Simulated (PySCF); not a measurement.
# Si2NH7 (SMILES [SiH3]N[SiH3]): wB97X/6-31G(d) (spherical functions)

Aim: the energy change on altering one bond length of Si2NH7 at wB97X/6-31G* (spherical functions), from 2 runs. The job is set up through a Python script.

The calculation is run with PySCF 2.14.0.

1 further run of the same task is left out (set aside as unsound or not needed).

### 1 The system as given

The species is Si2NH7 (10 atoms), meant as a singlet with charge 0. As SMILES, `[SiH3]N[SiH3]`. The coordinates come from a PBE0-D4/def2-TZVP relaxation.

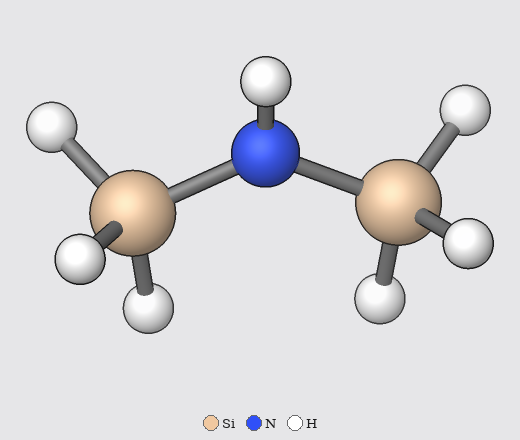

Viewed from a chosen angle; silicon light orange, nitrogen blue, hydrogen white.

### 2 A single-point energy at wB97X/6-31G(d) (spherical functions)

The input, input.xyz:

```xyz
10
H7NSi2
Si    -1.042800     0.758390    -0.879990
N      0.119990     0.500410     0.368670
Si     0.995830    -0.935260     0.755390
H     -1.373610    -0.567260    -1.458240
H     -0.532280     1.645360    -1.962590
H     -2.274280     1.393560    -0.336440
H      0.361990     1.317290     0.912940
H      0.403090    -2.042290    -0.034740
H      0.897240    -1.243020     2.208320
H      2.444830    -0.827180     0.426680
```

The input, run.py:

```python
from pyscf import gto, dft

molecule = gto.M(
    atom='input.xyz',
    verbose=3,
    max_memory=1860,
    basis='6-31g*',
    charge=0,
)

myscf = dft.RKS(molecule)
myscf.xc = 'wb97x'
myscf.grids.level = 5
myscf.conv_tol = 1e-10
myscf.kernel()
if not myscf.converged:
    myscf = myscf.newton().run(myscf.mo_coeff, myscf.mo_occ)

energy = myscf.e_tot
print('Final energy', energy)
```

Launch:

```
OMP_NUM_THREADS=1 python run.py
```

What it wrote:

```text
converged SCF energy = -637.903029761193
Final energy -637.9030297611934
```

Wall time 45 s (1 thread of Intel Xeon at 2.50GHz (Skylake/Cascade Lake), shared host); peak memory 0.34 GiB.

### 3 The distorted shape, same level

The input, job.py:

```python
from pyscf import gto, dft

system = gto.M(
    atom='''
Si  -0.924489   1.127710  -2.623546
N    0.238301   0.869730  -1.374886
Si   1.114141  -0.565940  -0.988166
H   -1.255299  -0.197940  -3.201796
H   -0.413969   2.014680  -3.706146
H   -2.155969   1.762880  -2.079996
H    0.480301   1.686610  -0.830616
H    0.521401  -1.672970  -1.778296
H    0.897240  -1.243020   2.208320
H    2.563141  -0.457860  -1.316876
''',
    basis='6-31g*',
    verbose=4,
    max_memory=1860,
    spin=0,
)

myscf = dft.RKS(system, xc='wb97x')
myscf.grids.level = 5
myscf.conv_tol = 1e-10
myscf.kernel()
if not myscf.converged:
    myscf = myscf.newton().run(myscf.mo_coeff, myscf.mo_occ)

etot = myscf.e_tot
print('Final energy', etot)
```

Launch:

```
OMP_NUM_THREADS=1 python job.py
```

What it wrote:

```text
PySCF version 2.14.0

[INPUT] num. atoms = 10
[INPUT] num. electrons = 42
[INPUT] charge = 0
[INPUT] spin (= nelec alpha-beta = 2S) = 0
[INPUT] symmetry False subgroup None
[INPUT] Mole.unit = angstrom
[INPUT] Symbol           X                Y                Z      unit          X                Y                Z       unit  Magmom
[INPUT]  1 Si    -0.924489000000   1.127710000000  -2.623546000000 AA   -1.747031015173   2.131063047933  -4.957783415198 Bohr   0.0
[INPUT]  2 N      0.238301000000   0.869730000000  -1.374886000000 AA    0.450323625210   1.643551502318  -2.598157992499 Bohr   0.0
[INPUT]  3 Si     1.114141000000  -0.565940000000  -0.988166000000 AA    2.105421354149  -1.069471602936  -1.867363105607 Bohr   0.0
[INPUT]  4 H     -1.255299000000  -0.197940000000  -3.201796000000 AA   -2.372171314440  -0.374052389096  -6.050517546728 Bohr   0.0
[INPUT]  5 H     -0.413969000000   2.014680000000  -3.706146000000 AA   -0.782288034060   3.807193428639  -7.003600917652 Bohr   0.0
[INPUT]  6 H     -2.155969000000   1.762880000000  -2.079996000000 AA   -4.074190943052   3.331360390473  -3.930622780191 Bohr   0.0
[INPUT]  7 H      0.480301000000   1.686610000000  -0.830616000000 AA    0.907637347355   3.187230978953  -1.569636754682 Bohr   0.0
[INPUT]  8 H      0.521401000000  -1.672970000000  -1.778296000000 AA    0.985305091074  -3.161455114614  -3.360492408410 Bohr   0.0
[INPUT]  9 H      0.897240000000  -1.243020000000   2.208320000000 AA    1.695537868005  -2.348967367357   4.173119995400 Bohr   0.0
[INPUT] 10 H      2.563141000000  -0.457860000000  -1.316876000000 AA    4.843634508644  -0.865230003393  -2.488534980013 Bohr   0.0

nuclear repulsion = 152.886275170474
number of shells = 36
number of NR pGTOs = 157
number of NR cGTOs = 64
basis = 6-31g*
ecp = {}

******** <class 'pyscf.dft.rks.RKS'> ********
method = RKS
initial guess = minao
damping factor = 0
level_shift factor = 0
DIIS = <class 'pyscf.scf.diis.CDIIS'>
diis_start_cycle = 1
diis_space = 8
diis_damp = 0
SCF conv_tol = 1e-10
SCF conv_tol_grad = None
SCF max_cycles = 50
direct_scf = True
direct_scf_tol = 1e-13
XC library pyscf.dft.libxc version 7.0.0
    S. Lehtola, C. Steigemann, M. J.T. Oliveira, and M. A.L. Marques.,  SoftwareX 7, 1–5 (2018)
XC functionals = wb97x
radial grids:
    Treutler-Ahlrichs [JCP 102, 346 (1995); DOI:10.1063/1.469408] (M4) radial grids

becke partition: Becke, JCP 88, 2547 (1988); DOI:10.1063/1.454033
pruning grids: <function nwchem_prune>
grids dens level: 5
symmetrized grids: False
atomic radii adjust function: <function treutler_atomic_radii_adjust>
small_rho_cutoff = 0
Set gradient conv threshold to 1e-05
Initial guess from minao.
tot grids = 294000
init E= -637.533357600267
  HOMO = -0.217466885312053  LUMO = -0.117894291311528  gap/eV = 2.70951
cycle= 1 E= -637.650237385645  delta_E= -0.117  |g|= 0.392  |ddm|= 2.54
  HOMO = -0.234810570227348  LUMO = -0.0431246006198944  gap/eV = 5.21604
cycle= 2 E= -637.67482723868  delta_E= -0.0246  |g|= 0.306  |ddm|= 1.03
  HOMO = -0.276410356376371  LUMO = -0.0501886426496814  gap/eV = 6.15581
cycle= 3 E= -637.7226511341  delta_E= -0.0478  |g|= 0.0432  |ddm|= 0.525
  HOMO = -0.284910231668861  LUMO = -0.0488719894550602  gap/eV = 6.42293
cycle= 4 E= -637.723518431304  delta_E= -0.000867  |g|= 0.0174  |ddm|= 0.0899
  HOMO = -0.28609908275129  LUMO = -0.0465357389088532  gap/eV = 6.51885
cycle= 5 E= -637.723595532201  delta_E= -7.71e-05  |g|= 0.00683  |ddm|= 0.0281
  HOMO = -0.284831067581973  LUMO = -0.0461374090551003  gap/eV = 6.49519
cycle= 6 E= -637.723614759085  delta_E= -1.92e-05  |g|= 0.00097  |ddm|= 0.0108
  HOMO = -0.284706153729111  LUMO = -0.0462303911126769  gap/eV = 6.48926
cycle= 7 E= -637.723615385136  delta_E= -6.26e-07  |g|= 0.000211  |ddm|= 0.00293
  HOMO = -0.284725764378821  LUMO = -0.046244963365317  gap/eV = 6.48939
cycle= 8 E= -637.723615434107  delta_E= -4.9e-08  |g|= 5.46e-05  |ddm|= 0.00087
  HOMO = -0.284733303727364  LUMO = -0.0462375232365972  gap/eV = 6.48980
cycle= 9 E= -637.723615437269  delta_E= -3.16e-09  |g|= 1.5e-05  |ddm|= 0.000176
  HOMO = -0.28473242820888  LUMO = -0.0462356062567504  gap/eV = 6.48983
cycle= 10 E= -637.723615437569  delta_E= -2.99e-10  |g|= 4.92e-06  |ddm|= 4.83e-05
  HOMO = -0.284733734887465  LUMO = -0.046236480503151  gap/eV = 6.48984
cycle= 11 E= -637.723615437598  delta_E= -2.97e-11  |g|= 1.33e-06  |ddm|= 1.56e-05
  HOMO = -0.284733698486629  LUMO = -0.0462365418856892  gap/eV = 6.48984
Extra cycle  E= -637.723615437596  delta_E= 1.93e-12  |g|= 7.54e-07  |ddm|= 3.34e-06
converged SCF energy = -637.723615437596
Final energy -637.7236154375963
```

It took 51 s on 1 thread of Intel Xeon at 2.50GHz (Skylake/Cascade Lake), shared host; peak memory 0.34 GiB.

### 4 Outcome

At wB97X/6-31G* (spherical functions):

| quantity | value |
| --- | --- |
| first shape: total energy | -637.90303 Eh |
| first shape: dipole moment | 0.94 D |
| first shape: HOMO energy | -9.66 eV |
| first shape: LUMO energy | 2.50 eV |
| first shape: HOMO–LUMO gap | 12.17 eV |
| distorted shape: total energy | -637.72362 Eh |
| distorted shape: dipole moment | 3.55 D |
| distorted shape: HOMO energy | -7.75 eV |
| distorted shape: LUMO energy | -1.26 eV |
| distorted shape: HOMO–LUMO gap | 6.49 eV |
| energy change with the Si3–H9 bond stretched from 1.488 to 3.275 Å | 4.882 eV |

With the Si3–H9 bond stretched from 1.488 to 3.275 Å the energy rises by 4.88 eV (471 kJ/mol). The first shape isn't relaxed at this level, so the change isn't measured from a minimum. A restricted reference can't describe the breaking bond well at this length. Mulliken charges (first shape) run from -0.86 on N2 to +0.53 on Si1.
